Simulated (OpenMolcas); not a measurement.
**One shape, several levels: doublet [GeH2]+**

Wanted: a comparison of 6 runs (UHF/def2-TZVPPD, UB3LYP/6-31G*, U-revPBE/def2-TZVPPD, UBLYP/def2-TZVPPD, UM06-2X/def2-TZVPPD, ROCCSD(T)/def2-TZVPPD) of doublet [GeH2]+. 

The results are computed with OpenMolcas 26.06.

## Step 1: Starting point

[GeH2]+: 3 atoms, total charge +1, spin state doublet. SMILES of the parent species: `[GeH2]`. Geometry: relaxed at PBE0-D4/def2-TZVP. That shape belongs to the parent species and isn't relaxed for this state.

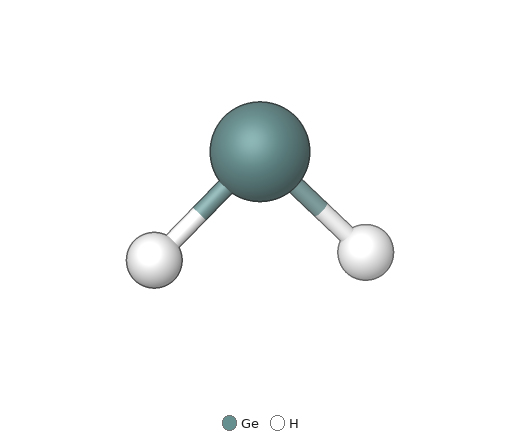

Viewed from a chosen angle; germanium teal, hydrogen white.

## Step 2: The energy at UHF/def2-TZVPPD (run 1)

The input, test.input:

```
>>> EXPORT MOLCAS_PRINT=2

&GATEWAY
 BasLib
 $CurrDir
 BasisSet
 Ge.def2-TZVPPD....
 Ge1 -0.570100 0.405100 -0.263700 angstrom
 End of Basis
 BasisSet
 H.def2-TZVPPD....
 H2 0.783000 0.743600 0.509000 angstrom
 H3 -0.212900 -1.148700 -0.245300 angstrom
 End of Basis

&SEWARD

&SCF
 UHF
 Charge
 1
 Spin
 2
 Thresholds
 1e-10 1e-07 1e-07 1e-05
 PrOrbitals
 1
```

The basis set def2-TZVPPD is read from a file made from the Basis Set Exchange's data (not shown).

Command:

```
$ export MOLCAS_MEM=1860
$ pymolcas test.input > test.log
```

Standard output:

```text
--- Start Module: gateway ---
[...]
--- Stop Module: gateway /rc=_RC_ALL_IS_WELL_ ---
--- Start Module: seward ---
[...]
      Basis functions           88
--- Stop Module: seward /rc=_RC_ALL_IS_WELL_ ---
[...]
--- Start Module: scf ---
[...]
       Convergence after  17 Iterations
[...]
::    Total SCF energy                              -2076.1663191166
[...]
      Total spin, S                                     0.5082635995
[...]
      Total electronic charge=   33.000000
      Total            charge=    1.000000
[...]
      Dipole Moment (debye):
      Origin of the operator (angstrom)=   -0.5474    0.3890   -0.2532
                   X= -7.8632E-02               Y=  5.5838E-02               Z= -3.6375E-02           Total=  1.0307E-01
      Center of Charge (angstrom)
[...]
--- Stop Module: scf /rc=_RC_ALL_IS_WELL_ ---
[...]
```

It took 14 s on 1 thread of AMD EPYC 7R43 (Zen 3), shared host; peak memory 0.48 GiB.

## Step 3: The energy at UB3LYP/6-31G(d) (Cartesian functions) (run 2)

The input, mol.inp:

```
&GATEWAY
  BasLib
  $CurrDir
  Coord
  3
  angstrom
  Ge      -0.570100       0.405100      -0.263700
  H        0.783000       0.743600       0.509000
  H       -0.212900      -1.148700      -0.245300
  Basis
  6-31Gs
  Group
  NoSym

&SEWARD
  GridInput
  Grid=UltraFine
  End of Grid

&SCF
  UHF
  Charge
  1
  Spin
  2
  KSDFT
  B3LYP
  Thresholds
  1e-10 1e-07 1e-07 1e-05
  PrOrbitals
  1 2
```

The basis set 6-31G* is read from a file made from the Basis Set Exchange's data (not shown).

Command:

```
$ export MOLCAS_MEM=1860
$ pymolcas mol.inp > mol.log
```

Standard output:

```text
--- Start Module: gateway ---
[...]
--- Stop Module: gateway /rc=_RC_ALL_IS_WELL_ ---
--- Start Module: seward ---
[...]
      Basis functions           39
--- Stop Module: seward /rc=_RC_ALL_IS_WELL_ ---
[...]
--- Start Module: scf ---
[...]
       Convergence after  15 Iterations
[...]
::    Total KS-DFT energy                           -2077.5645947944
[...]
      Total spin, S                                     0.5019654276
[...]
      Total electronic charge=   33.000000
      Total            charge=    1.000000
[...]
      Dipole Moment (debye):
      Origin of the operator (angstrom)=   -0.5474    0.3890   -0.2532
                   X=  2.0765E-01               Y= -1.4759E-01               Z=  9.6045E-02           Total=  2.7226E-01
      Center of Charge (angstrom)
[...]
--- Stop Module: scf /rc=_RC_ALL_IS_WELL_ ---
[...]
```

Wall time 12 s (1 thread of AMD EPYC 7R43 (Zen 3), shared host); peak memory 0.37 GiB.

Runs 3 to 5 aren't shown in full; the table further down has their settings and results.

## Step 4: The energy at ROCCSD(T)/def2-TZVPPD (run 6)

The input, calc.input:

```
&GATEWAY
 BASLIB=$CurrDir
 COORD
 3
 angstrom
 Ge      -0.570100       0.405100      -0.263700
 H        0.783000       0.743600       0.509000
 H       -0.212900      -1.148700      -0.245300
 BASIS=def2-TZVPPD
 GROUP=NoSym

&SEWARD

&SCF
 UHF
 CHARGE=1
 SPIN=2
 THRESHOLDS=1e-10 1e-07 1e-07 1e-05
 PRORBITALS=1 2

&RASSCF
 FILEORB=$Project.UnaOrb
 SPIN=2
 NACTEL=1 0 0
 INACTIVE=16
 RAS2=1
 OUTORBITALS=Canonical
 ORBLISTING=NoCore

&MOTRA
 JOBIPH
 FROZEN=9

&CCSDT
 CCT
 TRIPLES=3
 ITERATIONS=80
 ACCURACY=1e-08
 EXTRAPOLATION=5 4
```

The basis set def2-TZVPPD is read from a file made from the Basis Set Exchange's data (not shown).

Command:

```
$ export MOLCAS_MEM=1860
$ pymolcas calc.input > calc.log
```

Standard output:

```text
--- Start Module: gateway ---
[...]
--- Stop Module: gateway /rc=_RC_ALL_IS_WELL_ ---
[...]
      Basis functions           88
[...]
       Convergence after  17 Iterations
[...]
::    Total SCF energy                              -2076.1663191166
[...]
      Total spin, S                                     0.5082635995
[...]
      Number of active orbitals                  1
[...]
      Spin quantum number                      0.5
[...]
      Active orbitals                            1
[...]
      Number of CSFs                             1
[...]
      Number of root(s) required                 1
[...]
      Convergence after  9 iterations
[...]
      printout of CI-coefficients larger than  0.05 for root  1
      energy=   -2076.162972
      conf/sym  1     Coeff  Weight
             1  u   1.00000 1.00000
      Natural orbitals and occupation numbers for root  1
      sym 1:   1.000000
      ************************************************************************************************************************
      *                                                    Final results                                                     *
[...]
::    RASSCF root number  1 Total energy:  -2076.16297215
[...]
      Total electronic charge=   33.000000
      Total            charge=    1.000000
[...]
      Dipole Moment (debye):
      Origin of the operator (angstrom)=   -0.5474    0.3890   -0.2532
                   X= -1.1012E-01               Y=  7.8199E-02               Z= -5.0940E-02           Total=  1.4435E-01
      Center of Charge (angstrom)
[...]
--- Start Module: motra ---
[...]
--- Start Module: ccsdt ---
[...]
      Convergence after                    17  Iterations
      Total energy (diff) :   -2076.38726075      -0.00000000
[...]
 METHOD                       : CCSD+T(CCSD)+<T3(1)WT1>+<T3(1)UT2> = CCSD(T)
[...]
       CCSD     =     -2076.3872607495828
[...]
```

Wall time 49 s (1 thread of AMD EPYC 7R43 (Zen 3), shared host); peak memory 0.48 GiB.

## Step 5: The series

```tsv
run	level	Cartesian functions	integration grid	energy (Eh)	HOMO energy (eV)	LUMO energy (eV)	⟨S²⟩	wall time
1	UHF/def2-TZVPPD	no	–	-2076.166319	-18.53	-7.79	0.767	14 s
2	UB3LYP/6-31G* (Cartesian functions)	yes	UltraFine	-2077.564595	-15.39	-12.41	0.754	12 s
3	U-revPBE/def2-TZVPPD	no	UltraFine	-2077.643692	-14.38	-12.81	0.753	35 s
4	UBLYP/def2-TZVPPD	no	UltraFine	-2077.858743	-14.25	-13.02	0.753	35 s
5	UM06-2X/def2-TZVPPD	no	UltraFine	-2077.800585	-16.60	-11.20	0.754	46 s
6	ROCCSD(T)/def2-TZVPPD	no	–	-2076.393984	–	–	–	49 s
```

## Step 6: What came out

| quantity | value |
| --- | --- |
| run 6: total energy | -2076.39398 Eh |
| run 6: (T) correction | -6.72 mEh |

**Reading.** Totals of different functionals can't be ranked against each other. All runs together took 3.2 min, the longest 49 s.
